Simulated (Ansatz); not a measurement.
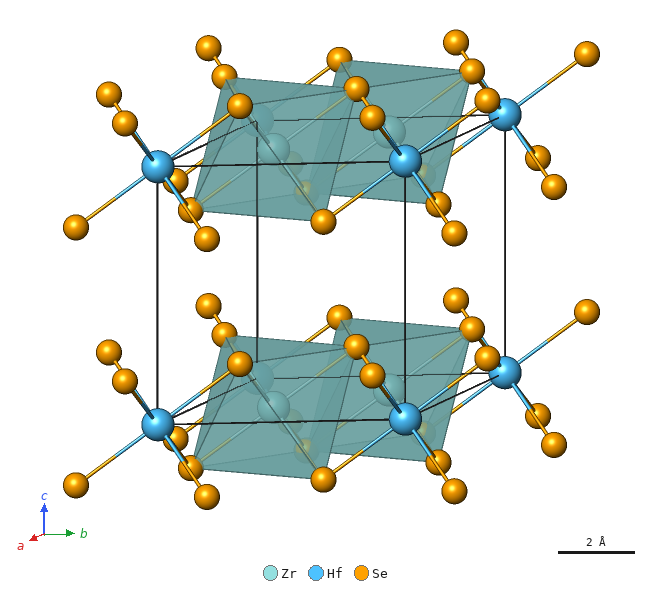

The figure gives a polyhedral picture of the atoms, viewed slightly off an axis. The conventional unit cell is outlined; an atom on or near a face, edge or corner is repeated at each equivalent position. Some neighbours outside the box are added.

HfZr2Se6, space group P-31m (No. 162), a = 6.564 Å, b = 6.564 Å, c = 6.941 Å, α = 90.00°, β = 90.00°, γ = 120.00°. Its origin is a structure type filled with these elements by a generator (whether the compound takes this form wasn't checked). Earlier steps of the study, as a rule a relaxation of our own, may have changed the cell and positions, so they can lie some per cent off the listed ones. It was the input of a calculation with Ansatz.

This one geometry was computed with Ansatz (DFT, plane waves, PAW) at three levels of theory: r2SCAN, PBE and PBEsol.

Question: Which level gives the highest pressure at this volume, and what does that say about its equilibrium volume?

Answer: Highest: PBE (0.0 GPa), which points to the largest equilibrium volume. Lowest, with the smallest volume: PBEsol (-2.6 GPa). Levels within 0.5 GPa of each other can't be told apart.

Question: How does the band gap change with the level of theory?

Answer: PBEsol: a gap of 0.39 eV, indirect; PBE: a gap of 0.45 eV, indirect; r2SCAN: a gap of 0.77 eV, indirect.

Question: Collect the results in a table.

Answer:
| level | cutoff (eV) | k-mesh of the run's cell | gap (eV) | pressure (GPa) |
| --- | --- | --- | --- | --- |
| r2SCAN | 500 | 6×6×6 | 0.77 | -0.7 |
| PBE | 420 | 6×6×6 | 0.45 | 0.0 |
| PBEsol | 420 | 6×6×6 | 0.39 | -2.6 |

Gaps are taken on the k-mesh or band path of each run.
